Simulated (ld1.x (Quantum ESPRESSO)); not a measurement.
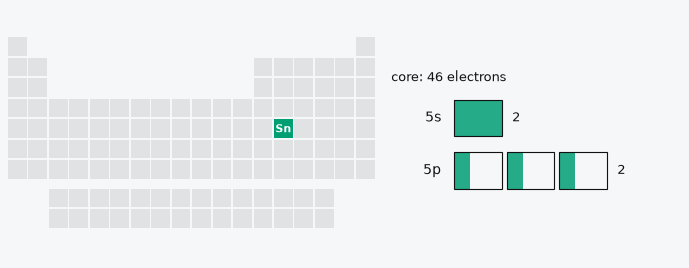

*Left, the place of tin in the periodic table; right, the valence shells of the reference configuration: a box for each of the 2l + 1 orbitals, shaded by the share of the shell that is filled, with the electron count at the right. The shells are those of the unaltered input.*

# Run report: Sn, pseudopotential generation (part 1 of 2)

System: tin (Sn, Z = 50), core [Kr] 4d10, reference valence 5s2 5p2, valence charge 4. (This line and the method describe the unaltered input from which the odd one was made.)
Method: TM potential, PBE, fully relativistic, made with ld1.x (Quantum ESPRESSO) 7.5.

The input:
```
 &input
   title='Sn', zed=49., rel=2, dft='PBE', iswitch=3,
   config='[Kr] 4d10 5s2 5p2', rel_dist='average',
   nld=3, rlderiv=2.60, eminld=-3.0, emaxld=5.0, deld=0.02
 /
 &inputp
   pseudotype=2, tm=.true., lloc=1,
   nlcc=.true., new_core_ps=.true.,
   file_pseudopw='Sn.UPF', file_wfcaegen='ae.wfc', file_wfcncgen='nc.wfc', file_beta='beta', file_chi='chi'
 /
2
5S  1  0   2.00   0.00  1.75  1.75  0.0
5P  2  1   2.00   0.00  2.40  2.40  0.0
 &test
   configts(1)='5s2 5p2'
 /
```

Command:
```bash
ld1.x < Sn.in > Sn.out
```

The program's output:
```
     Program LD1 v.7.5
 state nlj           5           1  0.50000000000000000       not converged
 state nlj           5           1   1.5000000000000000       not converged
 state nlj           5           1  0.50000000000000000       not converged
 state nlj           5           1   1.5000000000000000       not converged
 state nlj           5           1   1.5000000000000000       not converged
 state nlj           5           1   1.5000000000000000       not converged
 state nlj           5           1  0.50000000000000000       not converged
 state nlj           5           1   1.5000000000000000       not converged
 state nlj           5           1   1.5000000000000000       not converged
 state nlj           5           1   1.5000000000000000       not converged
 state nlj           5           1  0.50000000000000000       not converged
 state nlj           5           1   1.5000000000000000       not converged
 state nlj           5           1  0.50000000000000000       not converged
 state nlj           5           1   1.5000000000000000       not converged
 state nlj           5           1   1.5000000000000000       not converged
 state nlj           5           1   1.5000000000000000       not converged
 state nlj           5           1   1.5000000000000000       not converged
 state nlj           5           1  0.50000000000000000       not converged
 state nlj           5           1   1.5000000000000000       not converged
 state nlj           5           1   1.5000000000000000       not converged
 state nlj           5           1  0.50000000000000000       not converged
 state nlj           5           1   1.5000000000000000       not converged
 state nlj           5           1  0.50000000000000000       not converged
 state nlj           5           1   1.5000000000000000       not converged
 state nlj           5           1  0.50000000000000000       not converged
 state nlj           5           1   1.5000000000000000       not converged
 classical turning point too close to mesh           5           1           1
 classical turning point too close to mesh           5           1          -2
 state nlj           5           1  0.50000000000000000       not converged
 state nlj           5           1   1.5000000000000000       not converged
 state nlj           5           1  0.50000000000000000       not converged
 state nlj           5           1   1.5000000000000000       not converged
 state nlj           5           1   1.5000000000000000       not converged
 state nlj           5           1   1.5000000000000000       not converged
 state nlj           5           1  0.50000000000000000       not converged
 state nlj           5           1   1.5000000000000000       not converged
 state nlj           5           1   1.5000000000000000       not converged
 state nlj           5           1   1.5000000000000000       not converged
 state nlj           5           1   1.5000000000000000       not converged
 state nlj           5           1  0.50000000000000000       not converged
 state nlj           5           1   1.5000000000000000       not converged
 state nlj           5           1  0.50000000000000000       not converged
 state nlj           5           1   1.5000000000000000       not converged
 state nlj           5           1   1.5000000000000000       not converged
 state nlj           5           1  0.50000000000000000       not converged
 state nlj           5           1   1.5000000000000000       not converged
 state nlj           5           1  0.50000000000000000       not converged
 state nlj           5           1   1.5000000000000000       not converged
 state nlj           5           1   1.5000000000000000       not converged
 state nlj           5           1  0.50000000000000000       not converged
 state nlj           5           1   1.5000000000000000       not converged
 state nlj           5           1  0.50000000000000000       not converged
 state nlj           5           1   1.5000000000000000       not converged
 state nlj           5           1   1.5000000000000000       not converged
 state nlj           5           1  0.50000000000000000       not converged
 state nlj           5           1   1.5000000000000000       not converged
 state nlj           5           1  0.50000000000000000       not converged
 state nlj           5           1   1.5000000000000000       not converged
 state nlj           5           1   1.5000000000000000       not converged
 state nlj           5           1  0.50000000000000000       not converged
 state nlj           5           1   1.5000000000000000       not converged
 state nlj           5           1  0.50000000000000000       not converged
 state nlj           5           1   1.5000000000000000       not converged
 state nlj           5           1   1.5000000000000000       not converged
 state nlj           5           1  0.50000000000000000       not converged
 state nlj           5           1   1.5000000000000000       not converged
 state nlj           5           1  0.50000000000000000       not converged
 state nlj           5           1   1.5000000000000000       not converged
 state nlj           5           1   1.5000000000000000       not converged
 state nlj           5           1  0.50000000000000000       not converged
 state nlj           5           1   1.5000000000000000       not converged
 state nlj           5           1  0.50000000000000000       not converged
 state nlj           5           1   1.5000000000000000       not converged
 state nlj           5           1   1.5000000000000000       not converged
 state nlj           5           1  0.50000000000000000       not converged
 state nlj           5           1   1.5000000000000000       not converged
 state nlj           5           1  0.50000000000000000       not converged
 state nlj           5           1   1.5000000000000000       not converged
 state nlj           5           1   1.5000000000000000       not converged
 state nlj           5           1  0.50000000000000000       not converged
 state nlj           5           1   1.5000000000000000       not converged
 state nlj           5           1  0.50000000000000000       not converged
 state nlj           5           1   1.5000000000000000       not converged
 state nlj           5           1   1.5000000000000000       not converged
 state nlj           5           1  0.50000000000000000       not converged
 state nlj           5           1   1.5000000000000000       not converged
 state nlj           5           1  0.50000000000000000       not converged
 state nlj           5           1   1.5000000000000000       not converged
 state nlj           5           1   1.5000000000000000       not converged
 state nlj           5           1  0.50000000000000000       not converged
 state nlj           5           1   1.5000000000000000       not converged
 state nlj           5           1  0.50000000000000000       not converged
 state nlj           5           1   1.5000000000000000       not converged
 state nlj           5           1   1.5000000000000000       not converged
 state nlj           5           1  0.50000000000000000       not converged
 state nlj           5           1   1.5000000000000000       not converged
 state nlj           5           1  0.50000000000000000       not converged
 state nlj           5           1   1.5000000000000000       not converged
 state nlj           5           1   1.5000000000000000       not converged
 state nlj           5           1  0.50000000000000000       not converged
 state nlj           5           1   1.5000000000000000       not converged
 state nlj           5           1  0.50000000000000000       not converged
 state nlj           5           1   1.5000000000000000       not converged
 state nlj           5           1   1.5000000000000000       not converged
 state nlj           5           1  0.50000000000000000       not converged
 state nlj           5           1   1.5000000000000000       not converged
 state nlj           5           1  0.50000000000000000       not converged
 state nlj           5           1   1.5000000000000000       not converged
 state nlj           5           1   1.5000000000000000       not converged
 state nlj           5           1  0.50000000000000000       not converged
 state nlj           5           1   1.5000000000000000       not converged
 state nlj           5           1  0.50000000000000000       not converged
 state nlj           5           1   1.5000000000000000       not converged
 state nlj           5           1   1.5000000000000000       not converged
 state nlj           5           1  0.50000000000000000       not converged
 state nlj           5           1   1.5000000000000000       not converged
 state nlj           5           1  0.50000000000000000       not converged
 state nlj           5           1   1.5000000000000000       not converged
 state nlj           5           1   1.5000000000000000       not converged
 state nlj           5           1  0.50000000000000000       not converged
 state nlj           5           1   1.5000000000000000       not converged
 state nlj           5           1  0.50000000000000000       not converged
 state nlj           5           1   1.5000000000000000       not converged
 state nlj           5           1   1.5000000000000000       not converged
 state nlj           5           1  0.50000000000000000       not converged
 state nlj           5           1   1.5000000000000000       not converged
 state nlj           5           1  0.50000000000000000       not converged
 state nlj           5           1   1.5000000000000000       not converged
 state nlj           5           1   1.5000000000000000       not converged
 state nlj           5           1  0.50000000000000000       not converged
 state nlj           5           1   1.5000000000000000       not converged
 state nlj           5           1  0.50000000000000000       not converged
 state nlj           5           1   1.5000000000000000       not converged
 state nlj           5           1   1.5000000000000000       not converged
 state nlj           5           1  0.50000000000000000       not converged
 state nlj           5           1   1.5000000000000000       not converged
 state nlj           5           1  0.50000000000000000       not converged
 state nlj           5           1   1.5000000000000000       not converged
 state nlj           5           1   1.5000000000000000       not converged
 state nlj           5           1  0.50000000000000000       not converged
 state nlj           5           1   1.5000000000000000       not converged
 state nlj           5           1  0.50000000000000000       not converged
 state nlj           5           1   1.5000000000000000       not converged
 state nlj           5           1   1.5000000000000000       not converged
 state nlj           5           1  0.50000000000000000       not converged
 state nlj           5           1   1.5000000000000000       not converged
 state nlj           5           1  0.50000000000000000       not converged
 state nlj           5           1   1.5000000000000000       not converged
 state nlj           5           1   1.5000000000000000       not converged
 state nlj           5           1  0.50000000000000000       not converged
 state nlj           5           1   1.5000000000000000       not converged
 state nlj           5           1  0.50000000000000000       not converged
 state nlj           5           1   1.5000000000000000       not converged
 state nlj           5           1   1.5000000000000000       not converged
 state nlj           5           1  0.50000000000000000       not converged
 state nlj           5           1   1.5000000000000000       not converged
 state nlj           5           1  0.50000000000000000       not converged
 state nlj           5           1   1.5000000000000000       not converged
 state nlj           5           1   1.5000000000000000       not converged
     Message from routine scf:
     warning: convergence not achieved
     --------------------------- All-electron run ----------------------------

     Sn
     dirac relativistic calculation

     atomic number is 49.00
     dft =PBE   lsd =0 sic =0 latt =0  beta=0.20 tr2=1.0E-14
     Exchange-correlation= PBE
                           (   1   4   3   4   0   0   0)
     mesh =1241 r(mesh) = 100.30140 a.u. xmin = -7.00 dx = 0.01250
     1 Ry =  13.60569312 eV, c = 137.03599908

     n l j   nl                  e(Ry)          e(Ha)          e(eV)
     Spin orbit split results
     1 0 0.5 1S 1( 2.00)     -2038.3764     -1019.1882    -27733.5236
     2 0 0.5 2S 1( 2.00)      -304.9131      -152.4566     -4148.5547
     2 1 0.5 2P 1( 2.00)      -284.3227      -142.1613     -3868.4073
     2 1 1.5 2P 1( 4.00)      -268.8235      -134.4118     -3657.5304
     3 0 0.5 3S 1( 2.00)       -57.6693       -28.8346      -784.6302
     3 1 0.5 3P 1( 2.00)       -49.3622       -24.6811      -671.6067
     3 1 1.5 3P 1( 4.00)       -46.5626       -23.2813      -633.5163
     4 0 0.5 4S 1( 2.00)        -8.5494        -4.2747      -116.3201
     4 1 0.5 4P 1( 2.00)        -5.8374        -2.9187       -79.4221
     4 1 1.5 4P 1( 4.00)        -5.3488        -2.6744       -72.7739
     3 2 1.5 3D 1( 4.00)       -31.8758       -15.9379      -433.6924
     3 2 2.5 3D 1( 6.00)       -31.3023       -15.6511      -425.8889
     4 2 1.5 4D 1( 4.00)        -1.1668        -0.5834       -15.8757
     4 2 2.5 4D 1( 6.00)        -1.1037        -0.5519       -15.0167
     5 0 0.5 5S 1( 2.00)        -0.3773        -0.1886        -5.1329
     5 1 0.5 5P 1( 0.67)        -0.0002        -0.0001        -0.0028
     5 1 1.5 5P 1( 1.33)        -0.0111        -0.0055        -0.1510
     Averaged results
     1 0     1S 1( 2.00)     -2038.3764     -1019.1882    -27733.5236
     2 0     2S 1( 2.00)      -304.9131      -152.4566     -4148.5547
     2 1     2P 1( 6.00)      -273.9899      -136.9950     -3727.8227
     3 0     3S 1( 2.00)       -57.6693       -28.8346      -784.6302
     3 1     3P 1( 6.00)       -47.4958       -23.7479      -646.2131
     4 0     4S 1( 2.00)        -8.5494        -4.2747      -116.3201
     4 1     4P 1( 6.00)        -5.5117        -2.7558       -74.9900
     3 2     3D 1(10.00)       -31.5317       -15.7658      -429.0103
     4 2     4D 1(10.00)        -1.1290        -0.5645       -15.3603
     5 0     5S 1( 2.00)        -0.3773        -0.1886        -5.1329
     5 1     5P 1( 2.00)        -0.0075        -0.0037        -0.1016

     final scf error:  2.3E-01 reached in 201 iterations

     Etot =  -11741.137213 Ry,   -5870.568607 Ha, -159746.309842 eV

     Ekin =   12388.020672 Ry,    6194.010336 Ha,  168547.607668 eV
     Encl =  -28539.710360 Ry,  -14269.855180 Ha, -388302.540977 eV
     Eh   =    4730.148410 Ry,    2365.074205 Ha,   64356.947694 eV
     Exc  =    -319.595936 Ry,    -159.797968 Ha,   -4348.324227 eV

     normalization and overlap integrals

     s(1S/1S) =  1.000000  <r> =   0.0297  <r2> =    0.0012  r(max) =   0.0192
     s(2S/2S) =  1.000000  <r> =   0.1281  <r2> =    0.0194  r(max) =   0.1090
     s(2P/2P) =  1.000000  <r> =   0.1085  <r2> =    0.0145  r(max) =   0.0838
     s(2P/2P) =  1.000000  <r> =   0.1137  <r2> =    0.0158  r(max) =   0.0881
     s(3S/3S) =  1.000000  <r> =   0.3483  <r2> =    0.1389  r(max) =   0.3153
     s(3P/3P) =  1.000000  <r> =   0.3394  <r2> =    0.1339  r(max) =   0.3037
     s(3P/3P) =  1.000000  <r> =   0.3505  <r2> =    0.1426  r(max) =   0.3114
     s(4S/4S) =  1.000000  <r> =   0.8481  <r2> =    0.8146  r(max) =   0.7658
     s(4P/4P) =  1.000000  <r> =   0.9013  <r2> =    0.9296  r(max) =   0.7951
     s(4P/4P) =  1.000000  <r> =   0.9317  <r2> =    0.9937  r(max) =   0.8255
     s(3D/3D) =  1.000000  <r> =   0.3223  <r2> =    0.1235  r(max) =   0.2581
     s(3D/3D) =  1.000000  <r> =   0.3258  <r2> =    0.1261  r(max) =   0.2581
     s(4D/4D) =  1.000000  <r> =   1.1738  <r2> =    1.6574  r(max) =   0.9237
     s(4D/4D) =  1.000000  <r> =   1.1909  <r2> =    1.7084  r(max) =   0.9354
     s(5S/5S) =  1.000000  <r> =   2.6678  <r2> =    8.2463  r(max) =   2.1612
     s(5P/5P) =  1.000000  <r> =   4.2138  <r2> =   22.4680  r(max) =   2.8811
     s(5P/5P) =  0.000000  <r> =   0.0000  <r2> =    0.0000  r(max) = 100.3014

     ------------------------ End of All-electron run ------------------------

     --------------------- Generating NC pseudopotential ---------------------

      Generating local pot.: lloc=1, j= 0.50, matching radius rcloc =   2.4000

      Generating local pot.: lloc=1, j= 1.50, matching radius rcloc =   2.4000
     Message from routine find_coeff:
     giving up minimization, the error is still        NaN

      Computing core charge for nlcc:

       r > 1.98 : true rho core
      Core charge pseudized with two Bessel functions
      Integrated core pseudo-charge :  10.31

     Fully relativistic calculation: |psi|^2

     Wfc 5S LC norm =  0.99994443 SC norm =  0.00005281 missing  0.00000276

      Wfc   5S  rcut= 1.747  Using Troullier-Martins method

         NaN

       Warning: n=1, l=0 expected 0 nodes, found *
       Setting wfc to zero for this iteration
       (This warning will only be printed once per wavefunction)

       Warning: n=2, l=1 expected 0 nodes, found *
       Setting wfc to zero for this iteration
       (This warning will only be printed once per wavefunction)
```

(Continued in part 2.) Outcome of the run: not converged; the input is odd on purpose.
